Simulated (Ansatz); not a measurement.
**GeHF + H₂: a complex and its separated parts**

Aim: how far the complex at one end of a reaction step lies below its separated, relaxed parts, level by level.

Computed with Ansatz 0.2.0, Gaussian basis. Level: PBE0-D4/def2-TZVP structures, single points in def2-TZVPP, no counterpoise correction.

Levels: SPW92, PBE-D4, BLYP-D4, r2SCAN-D4, B97M-V, PBE0-D4, B3LYP-D4, r2SCAN0-D4, BHLYP-D4, CAM-B3LYP-D4, wB97X-V, wB97M-V, B2PLYP, PBE-QIDH, RPA on PBE, Hartree-Fock, MP2, CCSD, CCSD(T).

Correlated methods freeze the cores. Filled d shells of the heavier atoms are correlated. B3LYP uses VWN-RPA correlation. B2PLYP carries no dispersion term here.

95 further runs of the same task are left out: 1 that didn't finish, 94 set aside as unsound or not needed.

### Step 1. Where the work starts

The complex: 5 atoms, charge 0, spin multiplicity 1.

Atoms are counted from 1 here; the program's logs count them from 0.

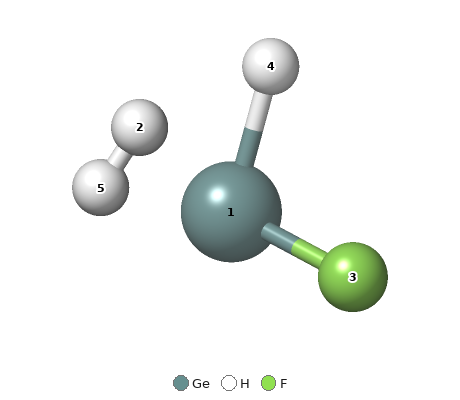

As it starts; germanium teal, hydrogen white, fluorine green; atoms are numbered from 1 in the order of the file.

Geometry (Å):

```
atom    x (Å)    y (Å)    z (Å)
 Ge1  -0.6869  -0.5623  -0.6344
  H2   0.3569   0.3656   1.2405
  F3   0.8470  -0.4544  -1.4955
  H4  -0.8871   1.0300  -0.5113
  H5   0.3702  -0.3788   1.4006
```

Its parts: GeHF holds atoms 1, 3, 4; H₂ holds atoms 2, 5. Each part counts its atoms afresh in its own runs.

### Step 2. Relaxing GeHF alone

The input, relax-a/in.yaml:

```yaml
crystal:
  periodic: [false, false, false]
  atoms:
    - {symbol: Ge, position_ang: [-0.686925, -0.562290, -0.634361]}
    - {symbol: F, position_ang: [0.846957, -0.454447, -1.495535]}
    - {symbol: H, position_ang: [-0.887075, 1.029958, -0.511265]}
basis:
  gaussian: {orbitals: def2-TZVP}
hamiltonian: {xc: pbe0, dispersion: d4}
relax: {f_tol: 0.005, max_steps: 200}
```

Command:

```sh
ansatz run in.yaml --threads 2 --pin off --events-out ev --progress --plain --max-ram 4352MiB
```

Output, shortened:

```text
Functional definition: PBE0
  name "PBE0"
  cite "Adamo & Barone, J. Chem. Phys. 110, 6158 (1999) doi:10.1063/1.478522"
  cite "Perdew, Burke & Ernzerhof, Phys. Rev. Lett. 77, 3865 (1996) doi:10.1103/PhysRevLett.77.3865"
  parent pbe
[...]
601 factors; their error is unknown
[...]
mean field -59242.81520864 eV, -2177.1333026951 hartree, gradient 4.4e-5 eV, S^2 0.000000; 0 other end points of the search recorded, 0 dependent functions left out
[...]
reference -59242.81522615 eV, -2177.1333033384 hartree; 21, 21 occupied and 64, 64 virtual orbitals, 601 factors
[...]
601 factors; their error is unknown
mean field -59242.81606072 eV, -2177.1333340084 hartree, gradient 2.4e-5 eV, S^2 0.000000; 1 other end points of the search recorded, 0 dependent functions left out
[...]
reference -59242.81607825 eV, -2177.1333346527 hartree; 21, 21 occupied and 64, 64 virtual orbitals, 601 factors
Total energy: -59242.83978459 eV, -2177.1342058446 hartree
Atom 0 at    -0.687677    -0.566236    -0.633965 Å, force     0.000085    -0.000277    -0.000050 eV/Å
Atom 1 at     0.840543    -0.447827    -1.491887 Å, force    -0.000036    -0.000018     0.000020 eV/Å
Atom 2 at    -0.879908     1.027284    -0.515310 Å, force    -0.000049     0.000294     0.000030 eV/Å
Dipole moment:    -0.338216    -0.042002     0.189764 e Å
```

Run time: 4.4 s. Hardware: 2 threads of Arm Neoverse V2, shared host.

Step by step:

| step | energy from step 1 (eV) | largest force component (eV/Å) |
| --- | --- | --- |
| 1 | 0.0000 | 0.1361 |
| 2 | 0.0000 | 0.0896 |
| 3 | -0.0007 | 0.0723 |
| 4 | -0.0009 | 0.0077 |
| 5 | -0.0009 | 0.0003 |

Close pairs (by a distance rule), those that changed most:

| bond | before (Å) | after (Å) | change (Å) |
| --- | --- | --- | --- |
| Ge1–F2 | 1.762 | 1.757 | -0.006 |
| Ge1–H3 | 1.609 | 1.609 | -0.000 |

### Step 3. Relaxing H₂ alone

The input, relax-b/in.yaml:

```yaml
crystal:
  periodic: [false, false, false]
  atoms:
    - {symbol: H, position_ang: [0.356891, 0.365582, 1.240523]}
    - {symbol: H, position_ang: [0.370153, -0.378803, 1.400637]}
basis:
  gaussian: {orbitals: def2-TZVP}
hamiltonian: {xc: pbe0, dispersion: d4}
relax: {f_tol: 0.005, max_steps: 200}
```

Command:

```sh
ansatz run in.yaml --threads 2 --pin off --events-out ev --progress --plain --max-ram 4352MiB
```

Output, shortened:

```text
[... 5 set-up lines as earlier in the session ...]
[...]
88 factors; their error is unknown
[...]
mean field -31.78449476 eV, -1.1680586381 hartree, gradient 1.6e-5 eV, S^2 0.000000; 0 other end points of the search recorded, 0 dependent functions left out
[...]
reference -31.78866842 eV, -1.1682120173 hartree; 1, 1 occupied and 11, 11 virtual orbitals, 88 factors
Total energy: -31.79027492 eV, -1.1682710552 hartree
Atom 0 at     0.357026     0.357995     1.242155 Å, force    -0.000072     0.004049    -0.000871 eV/Å
Atom 1 at     0.370018    -0.371216     1.399005 Å, force     0.000072    -0.004049     0.000871 eV/Å
Dipole moment:     0.000000    -0.000000     0.000000 e Å
```

Wall time 0.15 s (2 threads of Arm Neoverse V2, shared host).

Along the way:

```csv
step,energy from step 1 (eV),largest force component (eV/Å)
1,0.0000,0.5182
2,-0.0042,0.0040
```

The bond:

```csv
bond,before (Å),after (Å),change (Å)
H1–H2,0.762,0.746,-0.016
```

### Step 4. SPW92/def2-TZVPP

The input, parta/in.yaml:

```yaml
crystal:
  periodic: [false, false, false]
  atoms:
    - {symbol: Ge, position_ang: [-0.687677, -0.566236, -0.633965]}
    - {symbol: F, position_ang: [0.840543, -0.447827, -1.491887]}
    - {symbol: H, position_ang: [-0.879908, 1.027284, -0.515310]}
basis:
  gaussian: {orbitals: def2-TZVPP}
hamiltonian: {xc: lda}
```

The input, partb/in.yaml:

```yaml
crystal:
  periodic: [false, false, false]
  atoms:
    - {symbol: H, position_ang: [0.357026, 0.357995, 1.242155]}
    - {symbol: H, position_ang: [0.370018, -0.371216, 1.399005]}
basis:
  gaussian: {orbitals: def2-TZVPP}
hamiltonian: {xc: lda}
```

The same command starts each run, in its folder.

Command:

```sh
ansatz run in.yaml --threads 2 --pin off --events-out ev --progress --plain --max-ram 4352MiB
```

Output in parta, shortened:

```text
Functional definition: SPW92
  name "SPW92"
  cite "Dirac, Proc. Camb. Phil. Soc. 26, 376 (1930) doi:10.1017/S0305004100016108"
  cite "Slater, Phys. Rev. 81, 385 (1951) doi:10.1103/PhysRev.81.385"
  cite "Perdew & Wang, Phys. Rev. B 45, 13244 (1992) doi:10.1103/PhysRevB.45.13244"
[...]
573 factors; their error is unknown
[...]
mean field -59149.12536846 eV, -2173.6902645739 hartree, gradient 8.4e-5 eV, S^2 0.000000; 0 other end points of the search recorded, 0 dependent functions left out
reference -59149.12539036 eV, -2173.6902653787 hartree; 21, 21 occupied and 72, 72 virtual orbitals, 573 factors
Total energy: -59149.12539036 eV, -2173.6902653787 hartree
```

partb printed, shortened:

```text
[... 5 set-up lines as earlier in the session ...]
[...]
118 factors; their error is unknown
[...]
mean field -30.93518423 eV, -1.1368470518 hartree, gradient 4.4e-5 eV, S^2 0.000000; 0 other end points of the search recorded, 0 dependent functions left out
reference -30.93520490 eV, -1.1368478116 hartree; 1, 1 occupied and 27, 27 virtual orbitals, 118 factors
Total energy: -30.93520490 eV, -1.1368478116 hartree
```

Wall times: 0.35 s (parta), 0.1 s (partb) on 2 threads of Arm Neoverse V2, shared host.

### Step 5. PBE-D4/def2-TZVPP

Each input of step 4 (parta, partb) changes in the same lines:

```diff
-hamiltonian: {xc: lda}
+hamiltonian: {xc: pbe, dispersion: d4}
```

One command serves all of them, each in its own folder.

Command:

```sh
ansatz run in.yaml --threads 2 --pin off --events-out ev --progress --plain --max-ram 4352MiB
```

Output in parta, shortened:

```text
Functional definition: PBE
  name "PBE"
[... 2 set-up lines as earlier in the session ...]
[...]
573 factors; their error is unknown
[...]
mean field -59241.52785609 eV, -2177.0859933615 hartree, gradient 2.9e-5 eV, S^2 0.000000; 0 other end points of the search recorded, 0 dependent functions left out
reference -59241.52787924 eV, -2177.0859942123 hartree; 21, 21 occupied and 72, 72 virtual orbitals, 573 factors
Total energy: -59241.55673957 eV, -2177.0870548099 hartree
```

partb printed, shortened:

```text
[... 4 set-up lines as earlier in the session ...]
[...]
118 factors; their error is unknown
[...]
mean field -31.73219530 eV, -1.1661366683 hartree, gradient 3.1e-5 eV, S^2 0.000000; 0 other end points of the search recorded, 0 dependent functions left out
reference -31.73221697 eV, -1.1661374649 hartree; 1, 1 occupied and 27, 27 virtual orbitals, 118 factors
Total energy: -31.73423613 eV, -1.1662116675 hartree
```

Wall times: 0.5 s (parta), 0.1 s (partb) on 2 threads of Arm Neoverse V2, shared host.

### Step 6. BLYP-D4/def2-TZVPP

The same edit goes into each in.yaml of step 5 (parta, partb):

```diff
-hamiltonian: {xc: pbe, dispersion: d4}
+hamiltonian: {xc: {name: BLYP}, dispersion: d4}
```

The same command starts each run, in its folder.

Command:

```sh
ansatz run in.yaml --threads 2 --pin off --events-out ev --progress --plain --max-ram 4352MiB
```

Output in parta, shortened:

```text
Functional definition: BLYP
  name "BLYP"
  cite "Becke, Phys. Rev. A 38, 3098 (1988) doi:10.1103/PhysRevA.38.3098"
  cite "Lee, Yang & Parr, Phys. Rev. B 37, 785 (1988) doi:10.1103/PhysRevB.37.785"
[...]
573 factors; their error is unknown
[...]
mean field -59254.28967913 eV, -2177.5549817080 hartree, gradient 3.5e-5 eV, S^2 0.000000; 0 other end points of the search recorded, 0 dependent functions left out
reference -59254.28990092 eV, -2177.5549898587 hartree; 21, 21 occupied and 72, 72 virtual orbitals, 573 factors
Total energy: -59254.35612857 eV, -2177.5574236799 hartree
```

Output in partb, shortened:

```text
[... 4 set-up lines as earlier in the session ...]
[...]
118 factors; their error is unknown
[...]
mean field -31.82604287 eV, -1.1695855030 hartree, gradient 8.3e-5 eV, S^2 0.000000; 0 other end points of the search recorded, 0 dependent functions left out
reference -31.82623528 eV, -1.1695925741 hartree; 1, 1 occupied and 27, 27 virtual orbitals, 118 factors
Total energy: -31.83113302 eV, -1.1697725625 hartree
```

They took 0.55 s (parta), 0.1 s (partb) on 2 threads of Arm Neoverse V2, shared host.

### Step 7. r2SCAN-D4/def2-TZVPP

The same edit goes into each in.yaml of step 6 (parta, partb):

```diff
-hamiltonian: {xc: {name: BLYP}, dispersion: d4}
+hamiltonian: {xc: r2scan, dispersion: d4}
```

Each run has its own folder and the same command.

Command:

```sh
ansatz run in.yaml --threads 2 --pin off --events-out ev --progress --plain --max-ram 4352MiB
```

parta printed, shortened:

```text
Functional definition: r2SCAN
  name "r2SCAN"
  cite "Furness, Kaplan, Ning, Perdew & Sun, J. Phys. Chem. Lett. 11, 8208 (2020) doi:10.1021/acs.jpclett.0c02405"
  cite "Furness, Kaplan, Ning, Perdew & Sun, J. Phys. Chem. Lett. 11, 9248 (2020) doi:10.1021/acs.jpclett.0c03077"
  parent r2scan
[...]
573 factors; their error is unknown
[...]
mean field -59251.15211169 eV, -2177.4396782312 hartree, gradient 1.5e-5 eV, S^2 0.000000; 0 other end points of the search recorded, 0 dependent functions left out
reference -59251.15211867 eV, -2177.4396784877 hartree; 21, 21 occupied and 72, 72 virtual orbitals, 573 factors
Total energy: -59251.15814635 eV, -2177.4399000009 hartree
```

Output in partb, shortened:

```text
[... 5 set-up lines as earlier in the session ...]
[...]
118 factors; their error is unknown
[...]
mean field -31.87207267 eV, -1.1712770669 hartree, gradient 4.1e-5 eV, S^2 0.000000; 0 other end points of the search recorded, 0 dependent functions left out
reference -31.87207929 eV, -1.1712773101 hartree; 1, 1 occupied and 27, 27 virtual orbitals, 118 factors
Total energy: -31.87258065 eV, -1.1712957350 hartree
```

They took 1.2 s (parta), 0.3 s (partb) on 2 threads of Arm Neoverse V2, shared host.

### Step 8. B97M-V/def2-TZVPP

The same edit goes into each in.yaml of step 7 (parta, partb):

```diff
-hamiltonian: {xc: r2scan, dispersion: d4}
+hamiltonian: {xc: {name: B97M-V}}
```

One command serves all of them, each in its own folder.

Command:

```sh
ansatz run in.yaml --threads 2 --pin off --events-out ev --progress --plain --max-ram 4352MiB
```

parta printed, shortened:

```text
Functional definition: B97M-V
  name "B97M-V"
  cite "Mardirossian & Head-Gordon, J. Chem. Phys. 142, 074111 (2015) doi:10.1063/1.4907719"
  cite "Becke, J. Chem. Phys. 107, 8554 (1997) doi:10.1063/1.475007"
  cite "Vydrov & Van Voorhis, J. Chem. Phys. 133, 244103 (2010) doi:10.1063/1.3521275"
  # Of w^i u^j: cxij and so on, Table III.
[...]
  gx(w, u) = cx00 + cx01*u + cx02*u^2 + (cx10 + cx11*u)*w
[...]
  gos(w, u) = cos00 + cos01*u + cos03*u^3 + cos10*w + cos32*w^3*u^2
[...]
      + integral(e_c_pw_mod_opposite_spin*gos(b97_w_opposite, b97_u_opposite)) + vv10(b, c)
573 factors; their error is unknown
[...]
mean field -59241.03182132 eV, -2177.0677644198 hartree, gradient 2.0e-5 eV, S^2 0.000000; 0 other end points of the search recorded, 0 dependent functions left out
reference -59241.03185665 eV, -2177.0677657184 hartree; 21, 21 occupied and 72, 72 virtual orbitals, 573 factors
Total energy: -59241.03185665 eV, -2177.0677657184 hartree
```

partb printed, shortened:

```text
[... 5 set-up lines as earlier in the session ...]
  # Of w^i u^j: cxij and so on, Table III.
[...]
  gx(w, u) = cx00 + cx01*u + cx02*u^2 + (cx10 + cx11*u)*w
  gss(w, u) = css00 + css02*u^2 + css10*w + (css32*w^3 + css42*w^4)*u^2
  gos(w, u) = cos00 + cos01*u + cos03*u^3 + cos10*w + cos32*w^3*u^2
[...]
      + integral(e_c_pw_mod_opposite_spin*gos(b97_w_opposite, b97_u_opposite)) + vv10(b, c)
118 factors; their error is unknown
[...]
mean field -31.90535610 eV, -1.1725002103 hartree, gradient 8.2e-6 eV, S^2 0.000000; 0 other end points of the search recorded, 0 dependent functions left out
reference -31.90538578 eV, -1.1725013010 hartree; 1, 1 occupied and 27, 27 virtual orbitals, 118 factors
Total energy: -31.90538578 eV, -1.1725013010 hartree
```

Wall times: 2 s (parta), 0.2 s (partb) on 2 threads of Arm Neoverse V2, shared host.

### Step 9. PBE0-D4/def2-TZVPP

The same edit goes into each in.yaml of step 8 (parta, partb):

```diff
-hamiltonian: {xc: {name: B97M-V}}
+hamiltonian: {xc: pbe0, dispersion: d4}
+output: {orbitals: {seedname: orbitals}}
```

One command serves all of them, each in its own folder.

Command:

```sh
ansatz run in.yaml --threads 2 --pin off --events-out ev --progress --plain --max-ram 4352MiB
```

Log of parta, shortened:

```text
[... 5 set-up lines as earlier in the session ...]
[...]
616 factors; their error is unknown
[...]
mean field -59242.82248723 eV, -2177.1335701783 hartree, gradient 6.1e-5 eV, S^2 0.000000; 0 other end points of the search recorded, 0 dependent functions left out
reference -59242.82250460 eV, -2177.1335708167 hartree; 21, 21 occupied and 72, 72 virtual orbitals, 616 factors
Total energy: -59242.84621094 eV, -2177.1344420086 hartree
```

Output in partb, shortened:

```text
[... 5 set-up lines as earlier in the session ...]
[...]
118 factors; their error is unknown
[...]
mean field -31.79611172 eV, -1.1684855536 hartree, gradient 5.4e-5 eV, S^2 0.000000; 0 other end points of the search recorded, 0 dependent functions left out
reference -31.79612771 eV, -1.1684861412 hartree; 1, 1 occupied and 27, 27 virtual orbitals, 118 factors
Total energy: -31.79773421 eV, -1.1685451790 hartree
```

Wall times: 0.66 s (parta), 0.1 s (partb) on 2 threads of Arm Neoverse V2, shared host.

### Step 10. B3LYP-D4/def2-TZVPP

The same edit goes into each in.yaml of step 9 (parta, partb):

```diff
-hamiltonian: {xc: pbe0, dispersion: d4}
-output: {orbitals: {seedname: orbitals}}
+hamiltonian: {xc: {name: B3LYP}, dispersion: d4}
```

One command serves all of them, each in its own folder.

Command:

```sh
ansatz run in.yaml --threads 2 --pin off --events-out ev --progress --plain --max-ram 4352MiB
```

parta printed, shortened:

```text
Functional definition: B3LYP
  name "B3LYP"
  cite "Stephens, Devlin, Chabalowski & Frisch, J. Phys. Chem. 98, 11623 (1994) doi:10.1021/j100096a001"
[... 2 set-up lines as earlier in the session ...]
  cite "Vosko, Wilk & Nusair, Can. J. Phys. 58, 1200 (1980) doi:10.1139/p80-159"
[...]
604 factors; their error is unknown
[...]
mean field -59254.05465606 eV, -2177.5463447693 hartree, gradient 7.3e-5 eV, S^2 0.000000; 0 other end points of the search recorded, 0 dependent functions left out
reference -59254.05482062 eV, -2177.5463508170 hartree; 21, 21 occupied and 72, 72 virtual orbitals, 604 factors
Total energy: -59254.10251990 eV, -2177.5481037330 hartree
```

partb printed, shortened:

```text
[... 6 set-up lines as earlier in the session ...]
[...]
118 factors; their error is unknown
[...]
mean field -32.10924610 eV, -1.1799930297 hartree, gradient 4.5e-5 eV, S^2 0.000000; 0 other end points of the search recorded, 0 dependent functions left out
reference -32.10938819 eV, -1.1799982516 hartree; 1, 1 occupied and 27, 27 virtual orbitals, 118 factors
Total energy: -32.11253918 eV, -1.1801140481 hartree
```

Wall times: 0.66 s (parta), 0.1 s (partb) on 2 threads of Arm Neoverse V2, shared host.

### Step 11. r2SCAN0-D4/def2-TZVPP

The same edit goes into each in.yaml of step 10 (parta, partb):

```diff
-hamiltonian: {xc: {name: B3LYP}, dispersion: d4}
+hamiltonian: {xc: {name: r2SCAN0}, dispersion: d4}
```

Each run has its own folder and the same command.

Command:

```sh
ansatz run in.yaml --threads 2 --pin off --events-out ev --progress --plain --max-ram 4352MiB
```

Log of parta, shortened:

```text
Functional definition: r2SCAN0
  name "r2SCAN0"
  cite "Bursch, Neugebauer, Ehlert & Grimme, J. Chem. Phys. 156, 134105 (2022) doi:10.1063/5.0086040"
[... 3 set-up lines as earlier in the session ...]
[...]
616 factors; their error is unknown
[...]
mean field -59250.18730807 eV, -2177.4042223523 hartree, gradient 1.1e-5 eV, S^2 0.000000; 0 other end points of the search recorded, 0 dependent functions left out
reference -59250.18731361 eV, -2177.4042225556 hartree; 21, 21 occupied and 72, 72 virtual orbitals, 616 factors
Total energy: -59250.19456837 eV, -2177.4044891634 hartree
```

Log of partb, shortened:

```text
[... 6 set-up lines as earlier in the session ...]
[...]
118 factors; their error is unknown
[...]
mean field -31.85190787 eV, -1.1705360244 hartree, gradient 1.4e-5 eV, S^2 0.000000; 0 other end points of the search recorded, 0 dependent functions left out
reference -31.85191300 eV, -1.1705362127 hartree; 1, 1 occupied and 27, 27 virtual orbitals, 118 factors
Total energy: -31.85245436 eV, -1.1705561072 hartree
```

Times: 1.4 s (parta), 0.3 s (partb) on 2 threads of Arm Neoverse V2, shared host.

### Step 12. BHLYP-D4/def2-TZVPP

Each input of step 11 (parta, partb) changes in the same lines:

```diff
-hamiltonian: {xc: {name: r2SCAN0}, dispersion: d4}
+hamiltonian: {xc: {name: BHLYP}, dispersion: d4}
```

One command serves all of them, each in its own folder.

Command:

```sh
ansatz run in.yaml --threads 2 --pin off --events-out ev --progress --plain --max-ram 4352MiB
```

Log of parta, shortened:

```text
Functional definition: BHLYP
  name "BHLYP"
  cite "Becke, J. Chem. Phys. 98, 1372 (1993) doi:10.1063/1.464304"
[... 2 set-up lines as earlier in the session ...]
[...]
694 factors; their error is unknown
[...]
mean field -59251.13707761 eV, -2177.4391257392 hartree, gradient 3.9e-5 eV, S^2 0.000000; 0 other end points of the search recorded, 0 dependent functions left out
reference -59251.13718937 eV, -2177.4391298461 hartree; 21, 21 occupied and 72, 72 virtual orbitals, 694 factors
Total energy: -59251.17411001 eV, -2177.4404866546 hartree
```

partb printed, shortened:

```text
[... 5 set-up lines as earlier in the session ...]
[...]
118 factors; their error is unknown
[...]
mean field -31.83810754 eV, -1.1700288714 hartree, gradient 5.6e-5 eV, S^2 0.000000; 0 other end points of the search recorded, 0 dependent functions left out
reference -31.83820309 eV, -1.1700323830 hartree; 1, 1 occupied and 27, 27 virtual orbitals, 118 factors
Total energy: -31.83994663 eV, -1.1700964567 hartree
```

Times: 0.65 s (parta), 0.1 s (partb) on 2 threads of Arm Neoverse V2, shared host.

### Step 13. CAM-B3LYP-D4/def2-TZVPP

Each input of step 12 (parta, partb) changes in the same lines:

```diff
-hamiltonian: {xc: {name: BHLYP}, dispersion: d4}
+hamiltonian: {xc: {name: CAM-B3LYP}, dispersion: d4}
```

The same command starts each run, in its folder.

Command:

```sh
ansatz run in.yaml --threads 2 --pin off --events-out ev --progress --plain --max-ram 4352MiB
```

Output in parta, shortened:

```text
Functional definition: CAM-B3LYP
  name "CAM-B3LYP"
  cite "Yanai, Tew & Handy, Chem. Phys. Lett. 393, 51 (2004) doi:10.1016/j.cplett.2004.06.011"
  cite "Iikura, Tsuneda, Yanai & Hirao, J. Chem. Phys. 115, 3540 (2001) doi:10.1063/1.1383587"
[... 2 set-up lines as earlier in the session ...]
[...]
  # Exact exchange under (alpha + beta erf(omega r))/r, Becke's under what is left of 1/r.
[...]
604 factors; their error is unknown
129 factors; integrals over basis functions are off by at most 1.1e-5 eV
[...]
mean field -59255.39111778 eV, -2177.5954588316 hartree, gradient 2.8e-5 eV, S^2 0.000000; 0 other end points of the search recorded, 0 dependent functions left out
reference -59255.39119814 eV, -2177.5954617849 hartree; 21, 21 occupied and 72, 72 virtual orbitals, 604 factors
Total energy: -59255.41510522 eV, -2177.5963403540 hartree
```

Log of partb, shortened:

```text
[... 6 set-up lines as earlier in the session ...]
[...]
  # Exact exchange under (alpha + beta erf(omega r))/r, Becke's under what is left of 1/r.
[...]
118 factors; their error is unknown
42 factors; integrals over basis functions are off by at most 6.3e-5 eV
[...]
mean field -31.88030791 eV, -1.1715797064 hartree, gradient 6.4e-5 eV, S^2 0.000000; 0 other end points of the search recorded, 0 dependent functions left out
reference -31.88037785 eV, -1.1715822765 hartree; 1, 1 occupied and 27, 27 virtual orbitals, 118 factors
Total energy: -31.88189120 eV, -1.1716378911 hartree
```

Wall times: 0.75 s (parta), 0.15 s (partb) on 2 threads of Arm Neoverse V2, shared host.

(Part 1 of 2 ends here.)
